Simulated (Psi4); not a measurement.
# SCS-MP2/def2-SVP (fitted SCF, core potential) run of SnNH5 (SMILES [NH2][SnH3])

What is the energy difference between two shapes of SnNH5 at SCS-MP2/def2-SVP (fitted SCF, core potential)? 

The calculation is run with Psi4 1.11.

2 further runs of the same task are left out: 1 that didn't finish, 1 set aside as unsound or not needed.

## 1. The structure to begin with

The species is SnNH5 (7 atoms), meant as a singlet with charge 0. SMILES: `[NH2][SnH3]`. The coordinates come from a PBE0-D4/def2-TZVP relaxation.

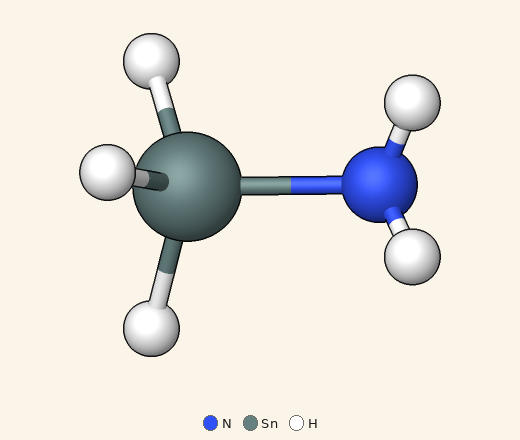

Viewed from a chosen angle; nitrogen blue, tin teal, hydrogen white.

## 2. The energy at SCS-MP2/def2-SVP (fitted SCF, core potential)

Input file job.in:

```
memory 1.6 GB

molecule mol {
  0 1
  N     -0.499600    -1.183300     0.116600
  Sn     0.136800     0.730400    -0.135600
  H     -0.001800    -1.844500    -0.466500
  H     -0.413700    -1.504900     1.072700
  H     -0.115800     1.092800    -1.781700
  H     -0.836300     1.684400     0.888000
  H      1.791700     0.957100     0.260900
  symmetry c1
}

set basis def2-SVP
set scf_type df
set num_frozen_docc 5
set mp2_type conv

e_tot, wfn = energy("scs-mp2", return_wfn=True)
```

Run with:

```sh
$ psi4 -n 1 job.in job.out
```

job.out:

```text
[...]
    !!!  WARNING: ECP capability is in beta. Please check occupations closely.  !!!
[...]
  Running in c1 symmetry.
[...]
  Nuclear repulsion =   82.274392682465674
[...]
  Multiplicity = 1
[...]
  Nalpha       = 17
  Nbeta        = 17
[...]
    Number of basis functions: 65
[...]
   @DF-RHF iter   1:  -270.52933223048962   -2.00200e+00   7.06016e-03 ADIIS/DIIS
[...]
   @DF-RHF iter  11:  -270.62944662234548   -4.14957e-12   3.48597e-09 DIIS
[...]
    Orbital Energies [Eh]
    ---------------------
    Doubly Occupied:
       1A    -15.532988     2A     -5.864198     3A     -4.054179
       4A     -4.053643     5A     -4.053096     6A     -1.328785
       7A     -1.323081     8A     -1.322792     9A     -1.316961
      10A     -1.316314    11A     -1.083570    12A     -0.670165
      13A     -0.627066    14A     -0.498106    15A     -0.448486
      16A     -0.445534    17A     -0.387660
[...]
  @DF-RHF Final Energy:  -270.62944662234548
   => Energetics <=
    Nuclear Repulsion Energy =             82.2743926824656739
    One-Electron Energy =                -617.1544350126331437
    Two-Electron Energy =                 264.2505957078220149
    Total Energy =                       -270.6294466223454833
[...]
 Multipole Moments:
 ------------------------------------------------------------------------------------
     Multipole            Electronic (a.u.)      Nuclear  (a.u.)        Total (a.u.)
 ------------------------------------------------------------------------------------
 L = 1.  Multiply by 2.5417464519 to convert [e a0] to [Debye]
 Dipole X            :          5.1449655           -4.6674853            0.4774803
 Dipole Y            :         17.4781317          -17.5741238           -0.0959921
 Dipole Z            :         -2.4815660            2.6304411            0.1488750
 Magnitude           :                                                    0.5092795
[...]
	SCS-MP2 Total Energy (a.u.)        :  -270.93212636579619
	SOS-MP2 Total Energy (a.u.)        :  -270.91002275768290
	SCSN-MP2 Total Energy (a.u.)       :  -270.74615367318387
[...]
	SOS-PI-MP2 Total Energy (a.u.)     :  -270.95678544690583
[...]
	MP2 Total Energy (a.u.)            :  -270.92957089279997
[...]
```

Run time: 2.5 s. Hardware: 1 thread of Intel Xeon 6975P-C (Granite Rapids), shared host; peak memory 0.26 GiB.

## 3. The distorted shape

Input file calc.dat:

```
memory 1600 mb

molecule mol {
  N     -0.499507    -1.111357     0.106612
  Sn     0.061262     0.733055    -0.109953
  H     -0.036124    -1.830893    -0.474699
  H     -0.447965    -1.577931     1.014458
  H     -0.091225     1.176731    -1.777510
  H     -0.894642     1.675445     0.853103
  H      1.765849     0.902944     0.225056
  symmetry c1
}

set {
  reference       rhf
  scf_type        df
  num_frozen_docc 5
  mp2_type        conv
}

result = energy('scs-mp2/def2-SVP')
```

Run with:

```sh
$ psi4 -n 1 calc.dat calc.out
```

calc.out:

```text
[...]
    !!!  WARNING: ECP capability is in beta. Please check occupations closely.  !!!
[...]
  Running in c1 symmetry.
[...]
  Nuclear repulsion =   84.131334176755416
[...]
  Multiplicity = 1
[...]
  Nalpha       = 17
  Nbeta        = 17
[...]
    Number of basis functions: 65
[...]
   @DF-RHF iter   1:  -270.51109581344718   -1.91482e+00   7.48283e-03 ADIIS/DIIS
[...]
   @DF-RHF iter  11:  -270.62117269228747   -2.67164e-12   2.80761e-09 DIIS
[...]
    Orbital Energies [Eh]
    ---------------------
    Doubly Occupied:
       1A    -15.533946     2A     -5.861250     3A     -4.051834
       4A     -4.050792     5A     -4.050095     6A     -1.331242
       7A     -1.321115     8A     -1.320229     9A     -1.314635
      10A     -1.313730    11A     -1.087031    12A     -0.678589
      13A     -0.610280    14A     -0.513769    15A     -0.458552
      16A     -0.439570    17A     -0.384197
[...]
  @DF-RHF Final Energy:  -270.62117269228747
   => Energetics <=
    Nuclear Repulsion Energy =             84.1313341767554164
    One-Electron Energy =                -620.8632977148987493
    Two-Electron Energy =                 266.1107908458558313
    Total Energy =                       -270.6211726922874732
[...]
 Multipole Moments:
 ------------------------------------------------------------------------------------
     Multipole            Electronic (a.u.)      Nuclear  (a.u.)        Total (a.u.)
 ------------------------------------------------------------------------------------
 L = 1.  Multiply by 2.5417464519 to convert [e a0] to [Debye]
 Dipole X            :          4.0515657           -3.8015800            0.2499857
 Dipole Y            :         16.9258914          -17.1800967           -0.2542052
 Dipole Z            :         -1.7680268            2.0179001            0.2498733
 Magnitude           :                                                    0.4353732
[...]
	SCS-MP2 Total Energy (a.u.)        :  -270.92370847098368
	SOS-MP2 Total Energy (a.u.)        :  -270.90155337107296
	SCSN-MP2 Total Energy (a.u.)       :  -270.73815161981622
[...]
	SOS-PI-MP2 Total Energy (a.u.)     :  -270.94828348420390
[...]
	MP2 Total Energy (a.u.)            :  -270.92128855767430
[...]
```

Run time: 2.6 s. Hardware: 1 thread of Intel Xeon 6975P-C (Granite Rapids), shared host; peak memory 0.27 GiB.

## 4. Outcome

At SCS-MP2/def2-SVP (fitted SCF, core potential), 5 core orbitals frozen:

| quantity | value |
| --- | --- |
| first shape: total energy | -270.93213 Eh |
| first shape: HOMO energy (Hartree–Fock orbitals) | -10.55 eV |
| first shape: LUMO energy (Hartree–Fock orbitals) | 3.10 eV |
| first shape: HOMO–LUMO gap (Hartree–Fock orbitals) | 13.65 eV |
| first shape: correlation energy (5 core orbitals frozen) | -302.7 mEh |
| distorted shape: total energy | -270.92371 Eh |
| distorted shape: HOMO energy (Hartree–Fock orbitals) | -10.45 eV |
| distorted shape: LUMO energy (Hartree–Fock orbitals) | 3.28 eV |
| distorted shape: HOMO–LUMO gap (Hartree–Fock orbitals) | 13.73 eV |
| distorted shape: correlation energy (5 core orbitals frozen) | -302.5 mEh |
| energy change with the atoms displaced | 0.229 eV |

What this shows: With the atoms displaced the energy rises by 0.23 eV (5.3 kcal/mol). The first shape isn't relaxed at this level, so the change isn't measured from a minimum.
